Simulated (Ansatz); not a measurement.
**One shape, several levels: BN (boron nitride)**

We compute a comparison of 6 runs (U-r2SCAN/3-21G, U-wB97M-V/6-31G, UB3LYP/6-31G, UBHLYP/3-21G, UPBE/3-21G, UMP2/3-21G) of BN (boron nitride). 

Program for the calculation: Ansatz 0.2.0.

69 further runs of the same task are left out: 69 set aside as unsound or not needed.

**1. Starting point**

The species is BN (2 atoms), meant as a triplet with charge 0. SMILES: `B#N`. The N2–B1 distance was set to 2.631 Å, away from the relaxed value.

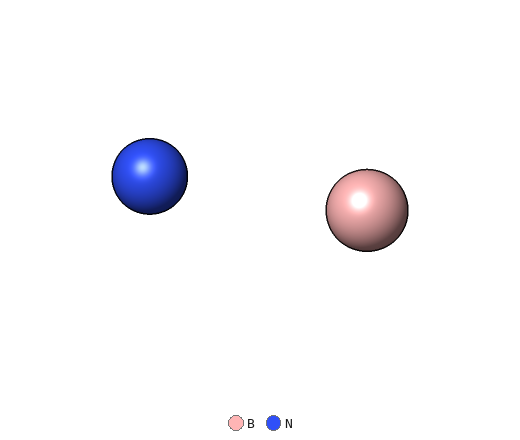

Viewed from a chosen angle; boron pink, nitrogen blue.

**2. The energy at U-r2SCAN/3-21G (run 1)**

File molecule.yaml:

```yaml
crystal:
  periodic: [false, false, false]
  atoms:
    - symbol: B
      position_ang: [-0.000000, -0.000000, -1.338950]
    - symbol: N
      position_ang: [0.000000, 0.000000, 1.291950]
basis:
  gaussian:
    orbitals: 3-21G.json
magnetization:
  spin_polarized: true
  initial_magnetization: 2
hamiltonian:
  xc: {name: r2SCAN}
accuracy: high
```

The basis set 3-21G is read from a file made from the Basis Set Exchange's data (not shown).

Started as:

```
ansatz run molecule.yaml --threads 1 --pin off --max-ram 3480MiB --events-out events.jsonl --progress --plain --runs-dir runs
```

Output:

```text
Warning: RAYON_NUM_THREADS=1 ignored (pool sized by the plan → 1); use --threads N
Functional definition: r2SCAN
  name "r2SCAN"
  parameter k0 = 0.174
  parameter k1 = 0.065
  parameter a1 = 4.9479
  exchange = r2scan_x(k0 = k0, k1 = k1, a1 = a1)
  correlation = r2scan_c
375 factors; integrals over basis functions are off by at most 3.1e-9 eV
mean field evaluation 1: about -2139.6175 eV, gradient 2.1e1 eV
mean field evaluation 2: about -2019.1170 eV, gradient 9.8e1 eV
mean field evaluation 4: about -2142.9943 eV, gradient 1.0e1 eV
mean field evaluation 8: about -2143.9909 eV, gradient 6.6e-2 eV
mean field evaluation 16: about -2143.9899 eV, gradient 7.4e-5 eV
mean field evaluation 32: about -2143.8298 eV, gradient 2.8e0 eV
mean field evaluation 64: about -2143.7309 eV, gradient 5.0e-1 eV
mean field -2143.98989236 eV, -78.7901752956 hartree, gradient 7.9e-9 eV, S^2 2.545880; 6 other end points of the search recorded, 0 dependent functions left out
reference -2143.98989316 eV, -78.7901753250 hartree; 7, 5 occupied and 11, 13 virtual orbitals, 375 factors
Total energy: -2143.98989316 eV, -78.7901753250 hartree
```

Wall time 2.9 s (1 thread of Intel Xeon 6975P-C (Granite Rapids), shared host); peak memory 0.15 GiB.

**3. The energy at U-wB97M-V/6-31G (run 2)**

File in.yaml:

```yaml
crystal:
  periodic: [false, false, false]
  atoms:
    - {symbol: B, position_ang: [-0.000000, -0.000000, -1.338950]}
    - {symbol: N, position_ang: [0.000000, 0.000000, 1.291950]}
basis:
  gaussian: {orbitals: 6-31G}
magnetization: {spin_polarized: true, initial_magnetization: 2}
hamiltonian: {xc: {name: wB97M-V}}
accuracy: high
```

Started as:

```
ansatz run in.yaml --threads 1 --pin off --max-ram 3480MiB --events-out events.jsonl --progress --plain --runs-dir runs
```

Output, cut to the lines that bear on the results:

```text
Warning: RAYON_NUM_THREADS=1 ignored (pool sized by the plan → 1); use --threads N
Functional definition: wB97M-V
  name "wB97M-V"
[...]
  gx(w, u) = 1 - cx + cx01*u + cx10*w
  gss(w, u) = css00 + css04*u^4 + css10*w + css20*w^2 + css43*w^4*u^3
  gos(w, u) = cos00 + cos10*w + (cos20 + cos21*u)*w^2 + (cos60 + cos61*u)*w^6
[...]
      + integral(e_c_pw_mod_opposite_spin*gos(b97_w_opposite, b97_u_opposite)) + vv10(b, c)
415 factors; integrals over basis functions are off by at most 3.6e-9 eV
152 factors; integrals over basis functions are off by at most 1.6e-9 eV
[...]
mean field -2155.88899357 eV, -79.2274591995 hartree, gradient 1.1e-8 eV, S^2 2.603450; 2 other end points of the search recorded, 0 dependent functions left out
reference -2155.88899584 eV, -79.2274592832 hartree; 7, 5 occupied and 11, 13 virtual orbitals, 415 factors
Total energy: -2155.88899584 eV, -79.2274592832 hartree
```

It took 6.6 s on 1 thread of Intel Xeon 6975P-C (Granite Rapids), shared host; peak memory 0.26 GiB.

Runs 3 to 5 aren't shown in full; the table further down has their settings and results.

**4. A single-point energy at UMP2/3-21G (run 6)**

File job.yaml:

```yaml
crystal:
  periodic: [false, false, false]
  atoms:
    - {symbol: B, position_ang: [-0.000000, -0.000000, -1.338950]}
    - {symbol: N, position_ang: [0.000000, 0.000000, 1.291950]}
basis:
  gaussian:
    orbitals: 3-21G.json
correlation:
  method: mp2
  frozen_orbitals: {B: 1, "N": 1}
accuracy: high
magnetization:
  spin_polarized: true
  initial_magnetization: 2
```

The basis set 3-21G is read from a file made from the Basis Set Exchange's data (not shown).

Started as:

```
ansatz run job.yaml --threads 1 --pin off --max-ram 3480MiB --events-out events.jsonl --progress --plain --runs-dir runs
```

Output, cut to the lines that bear on the results:

```text
Warning: RAYON_NUM_THREADS=1 ignored (pool sized by the plan → 1); use --threads N
Functional definition: HF
  name "HF"
[...]
375 factors; integrals over basis functions are off by at most 3.1e-9 eV
[...]
mean field -2135.93275929 eV, -78.4940811166 hartree, gradient 9.4e-9 eV, S^2 3.017947; 12 other end points of the search recorded, 0 dependent functions left out
2 core orbitals not correlated: weight in the atoms' cores, before any rotation towards them, 1.000 or more for the frozen orbitals, at most 0.000 for the correlated occupied ones
reference -2135.93275929 eV, -78.4940811166 hartree; 5, 3 occupied and 11, 13 virtual orbitals, 375 factors
second order -1.37371529 eV of doubles, -0.00000000 eV of singles
Total energy: -2137.30647458 eV, -78.5445642223 hartree
```

It took 0.24 s on 1 thread of Intel Xeon 6975P-C (Granite Rapids), shared host.

**5. The series**

```
run            level  frozen core orbitals  energy (Eh)   ⟨S²⟩  wall time
  1   U-r2SCAN/3-21G                     –   -78.790175  2.546      2.9 s
  2  U-wB97M-V/6-31G                     –   -79.227459  2.603      6.6 s
  3     UB3LYP/6-31G                     –   -79.258007  2.517        1 s
  4     UBHLYP/3-21G                     –   -78.808955  2.724     0.68 s
  5       UPBE/3-21G                     –   -78.717912  2.317     0.74 s
  6       UMP2/3-21G                     2   -78.544564  3.018     0.24 s
```

**6. Outcome**

| quantity | value |
| --- | --- |
| run 6: total energy | -78.54456 Eh |
| run 6: correlation energy (2 core orbitals frozen) | -50.5 mEh |
| run 6: ⟨S²⟩ of the reference determinant | 3.018 |

In words: Totals of different functionals can't be ranked against each other. Spin contamination of the reference: run 6 ⟨S²⟩ = 3.02, run 4 ⟨S²⟩ = 2.72, run 2 ⟨S²⟩ = 2.60, run 1 ⟨S²⟩ = 2.55, run 3 ⟨S²⟩ = 2.52, run 5 ⟨S²⟩ = 2.32. Where it is this large, the reference is a mixture of spin states, and values that rest on it are in doubt. All runs together took 12 s, the longest 6.6 s.
